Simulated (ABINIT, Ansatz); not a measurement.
**A GW chain in ABINIT: Al2O3 (Corundum)**

How does a plane-wave GW calculation on Al2O3 (Corundum) run from the first input to the gap?

Calculated with ABINIT 10.8.3; PBE and many-body steps on it, plane waves.

**What was measured.**

- Gap 8.7 eV: optical band gap of host from absorption; optical absorption, quoted from earlier work; bulk crystal (high-purity reference sample) (quoted in “Multi-petahertz electron interference in Cr:Al2O3 solid-state material”, 2018, pmc:5906618).

This is a report of a sequence of runs, with most program output left out.

## (1) The starting structure

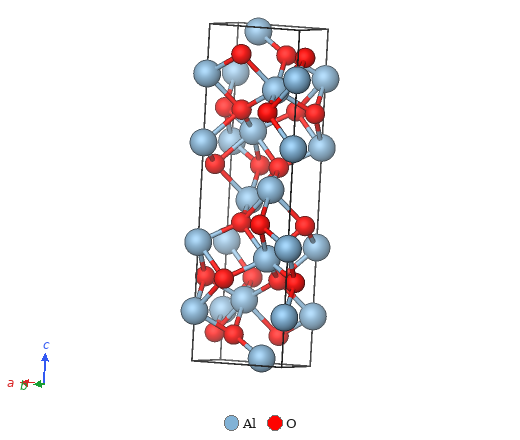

The cell as given, from a free direction (aluminium light blue, oxygen red). This picture shows the conventional cell, with its axes. Some periodic images of atoms are drawn too.

The cell and positions come from the Crystallography Open Database and are kept as given unless a step says otherwise.

## (2) Ground state

This step: ABINIT 10.8.3; DFT, PBE, plane waves, norm-conserving pseudopotentials.

The ground-state density comes first.

run.abi reads:

```
acell 3*1.0 Angstrom
rprim 
  2.380249999995 1.374237978213 4.331866666707
  -2.380249999995 1.374237978213 4.331866666707
  -0.000000000000 -2.748475956495 4.331866666685
ntypat 2
znucl 13 8
natom 10
typat 1 1 1 1 2 2 2 2 2 2
xred 
  0.352160000000 0.352160000000 0.352160000000
  0.147840000000 0.147840000000 0.147840000000
  0.647840000000 0.647840000000 0.647840000000
  0.852160000000 0.852160000000 0.852160000000
  0.556680000000 0.943320000000 0.250000000000
  0.250000000000 0.556680000000 0.943320000000
  0.943320000000 0.250000000000 0.556680000000
  0.443320000000 0.056680000000 0.750000000000
  0.750000000000 0.443320000000 0.056680000000
  0.056680000000 0.750000000000 0.443320000000
pp_dirpath "pseudos"
pseudos "Al.upf, O.upf"
ecut 36
ngkpt 6 6 6
nshiftk 1
shiftk 0 0 0
kptopt 1
chksymbreak 0
nband 33
occopt 1
tolvrs 1e-10
nstep 60
prtwf 0
optforces 0
optstress 0
indata_prefix "in"
outdata_prefix "out"
tmpdata_prefix "tmp"
```

The run is started by

```sh
$ OMP_NUM_THREADS=1 mpirun -n 8 abinit run.abi > log
```

The job ended after 42 s (8 MPI ranks of Intel Xeon Platinum 8488C (Sapphire Rapids), shared host; peak memory 0.9 GiB).

This step gave:

| Property | Result |
| --- | --- |
| total energy | -2969.2589 eV |
| gap | 6.266 eV |
| k of the valence top | 0, 0, 0 |
| k of the conduction bottom | 0, 0, 0 |
| least direct gap | 6.266 eV |

The gap is direct, at Γ.

## (3) Empty states on the mesh, 4×4×4 mesh, 90 bands

The sums over transitions need many empty states on a uniform mesh; this step solves for them.

Changes to run.abi since step 2:

```diff
@@ -23,3 +23,3 @@
 ecut 36
-ngkpt 6 6 6
+ngkpt 4 4 4
 nshiftk 1
@@ -28,9 +28,10 @@
 chksymbreak 0
-nband 33
-occopt 1
-tolvrs 1e-10
+iscf -2
+irdden 1
+istwfk *1
+nband 90
+nbdbuf 8
+tolwfr 1e-09
 nstep 60
-prtwf 0
-optforces 0
-optstress 0
+prtvol 0
 indata_prefix "in"
```

Run time: 39 s. Hardware: 8 MPI ranks; peak memory 0.76 GiB.

Numbers from this step:

```
gap                                                           : 6.266 eV
k of the valence top                                          : 0, 0, 0
k of the conduction bottom                                    : 0, 0, 0
least direct gap                                              : 6.266 eV
k points computed                                             : 13
lowest point of the top converged band, above the valence top : 38.34 eV
```

On this mesh the gap is 6.266 eV.

## (4) Screening, 4×4×4 mesh, 82 bands, screening to 98 eV

The RPA dielectric matrix is built and inverted for each q.

This step: RPA screening on PBE, plane waves, norm-conserving pseudopotentials.

Changes to run.abi since step 3:

```diff
@@ -28,10 +28,11 @@
 chksymbreak 0
-iscf -2
-irdden 1
 istwfk *1
-nband 90
-nbdbuf 8
-tolwfr 1e-09
-nstep 60
-prtvol 0
+occopt 1
+irdwfk 1
+optdriver 3
+nband 82
+ecuteps 3.6
+inclvkb 2
+awtr 1
+symchi 1
 indata_prefix "in"
```

Elapsed: 85 s, on 8 MPI ranks; peak memory 3.7 GiB.

This step gave:

| Quantity | Value |
| --- | --- |
| ε∞ with local fields, on this mesh, along the program's q direction | 3.064 |
| the same without local fields | 3.214 |
| plasma frequency | 27.90 eV |
| plane waves in the screening matrix | 181 |

Local fields lower ε∞ by 5 %.

## (5) Self-energy, 4×4×4 mesh, 82 bands, screening to 98 eV

The self-energy is evaluated for the states that the input lists, and the levels follow from it, in one-shot runs by the linearised quasiparticle equation.

This step: G0W0 on PBE, plane waves, norm-conserving pseudopotentials.

Changes to run.abi since step 4:

```diff
@@ -31,8 +31,15 @@
 irdwfk 1
-optdriver 3
+optdriver 4
 nband 82
+gwcalctyp 0
+ecutsigx 36
+symsigma 1
+nkptgw 1
+kptgw 
+  0.0000000000 0.0000000000 0.0000000000
+bdgw 
+  22 26
 ecuteps 3.6
-inclvkb 2
-awtr 1
-symchi 1
+irdscr 1
+ppmodel 1
 indata_prefix "in"
```

It took 4.5 s on 8 MPI ranks; peak memory 1.9 GiB.

This step gave:

```
G0W0 gap on the points computed              : 8.424 eV
starting gap on the mesh                     : 6.266 eV
k of the valence top                         : 0, 0, 0
k of the conduction bottom                   : 0, 0, 0
Z at the valence top                         : 0.821
Z at the conduction bottom                   : 0.858
least direct G0W0 gap on the computed points : 8.424 eV
```

The gap on the mesh goes from 6.27 eV to 8.42 eV, a correction of +2.16 eV.

Limits: finite bands, cutoff and mesh. v1 is the top filled band, c1 the lowest empty one. Levels before and after the correction, in eV, zero at the valence-band top of each column:

```tsv
	conduction bottom	valence top
Kohn-Sham	6.27	0.00
G0W0	8.42	0.00
```

```tsv
	level	energy (eV)
Kohn-Sham	Γ v3-v2	-0.045
Kohn-Sham	Γ v1	0.000
Kohn-Sham	Γ c1	6.266
Kohn-Sham	Γ c2	9.188
G0W0	Γ v3-v2	-0.077
G0W0	Γ v1	0.000
G0W0	Γ c1	8.424
G0W0	Γ c2	11.444
```

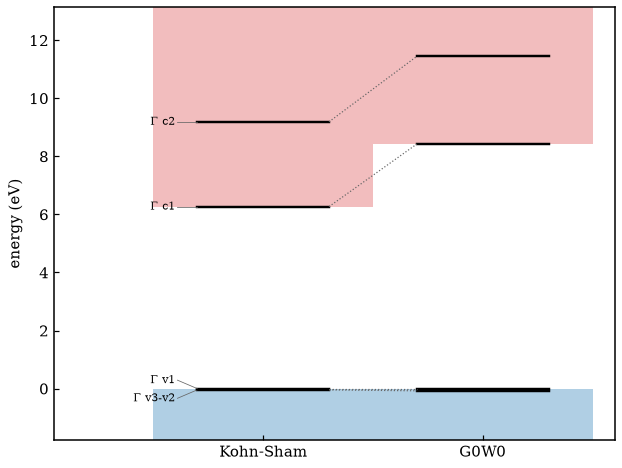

Levels before and after the correction. Shaded: valence and conduction bands.

## (6) Where the time went

Times are wall times on 8 MPI ranks of Intel Xeon Platinum 8488C (Sapphire Rapids), shared host, good to a factor of about two.

```tsv
step	time	share	memory (GiB)
ground state	42 s	24 %	0.9
empty states on the mesh	39 s	23 %	0.76
screening	85 s	50 %	3.7
self-energy	4.5 s	3 %	1.9
```

## (7) Summary of results

```
PBE gap              : 6.27 eV, direct
G0W0 gap on the mesh : 8.42 eV
GW settings          : 4×4×4 mesh, 82 bands, screening to 98 eV, Godby-Needs plasmon pole
known limits         : not at the basis limit
```

**Reading.** G0W0 moves the gap on the mesh from 6.27 eV to 8.42 eV (+2.16 eV), with Z of 0.82 and 0.86 at the edges. Local fields lower the RPA ε∞ on this mesh from 3.21 to 3.06. Only 1 of the mesh's irreducible points was corrected, so a valley elsewhere could overtake. The dearest step here is «screening». Against experiment, by G0W0@PBE: the gap of 8.42 eV lies −0.28 eV from the measured 8.7 eV (optical, quoted 2018). An exciton line or allowed optical edge lies below the quasiparticle gap by the binding energy; a forbidden edge can push the onset above it. The calculation has static nuclei and no excitons; a measured gap holds zero-point and thermal motion, which mostly lowers it. Bands and cutoff are finite, so the gap is not at the basis limit. The miss can reach some tenths of an eV and take either sign; the mesh is an error of its own. In the G0W0 run levels were corrected at 1 k point alone, so a gap called «on the mesh» is the least over those, and an edge elsewhere would be missed.

[Paths, hosts, dates, memory and timing lines, banners, echoed tables and standing remarks are left out of the program output.]

[Logs are printed without paths, hosts, clocks, repeated set-up lines and the standing remarks that a program may print on its own settings, such as how far it seeks lower states.]

[Runs of the session that timed out or met a known fault of the program may be left out.]

[Hosts, paths, dates, database ids (printed as entryN), source tags and the programs' standing remarks are cut or masked in the printed files.]

[G0W0 gaps are taken among the corrected bands and points alone; a level outside them can change the order at an edge.]

[Where Ansatz stands beside ABINIT at settings called matched, ABINIT's density can come from a denser mesh and the files from another edition; pairs whose starting gaps differed by over 0.03 eV were left out, so agreement reads better than it is.]
